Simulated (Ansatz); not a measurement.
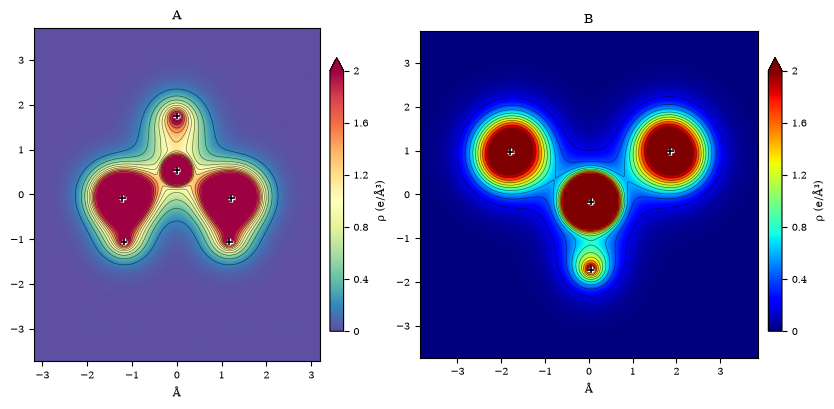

The electron density of 2 systems, each on a plane through atoms (crosses mark nuclei in the plane).

Level of theory: RKS PBE/def2-SVP in Ansatz.

System 1: Cl$_{2}$GaH···H$_{2}$, the plane of atoms H3, Ga1 and Cl4. 

```yaml
atoms:
  - { symbol: Ga, position_ang: [-0.0105, 0.2422, 0.1599] }
  - { symbol: Cl, position_ang: [-0.0924, 0.8470, 2.2322] }
  - { symbol: H, position_ang: [1.3380, -0.0611, -0.5626] }
  - { symbol: Cl, position_ang: [-1.8958, 0.2436, -0.8892] }
  - { symbol: H, position_ang: [-0.2592, -2.4022, 0.5975] }
  - { symbol: H, position_ang: [-0.1036, -2.1244, 1.3005] }
```

System 2: BH$_{3}$O$_{2}$, the molecular plane. 

```yaml
atoms:
  - { symbol: B, position_ang: [-0.0049, -0.0665, -0.0114] }
  - { symbol: O, position_ang: [-0.0253, -0.0641, 1.3579] }
  - { symbol: H, position_ang: [-0.8889, -0.2889, 1.7507] }
  - { symbol: H, position_ang: [1.0479, 0.2078, -0.5486] }
  - { symbol: O, position_ang: [-1.0664, -0.3506, -0.8288] }
  - { symbol: H, position_ang: [-1.8933, -0.5659, -0.3592] }
```

> Match each panel to its system.

Panel A is system 2, BH$_{3}$O$_{2}$: the plane holds B, O and H. B–O (1.37 Å): ρ is about 2.1 e/Å³ halfway. Panel B is system 1, Cl$_{2}$GaH···H$_{2}$: the plane holds Ga, Cl and H. Ga–Cl (2.16 Å): the density is about 0.67 e/Å³ at the midpoint.
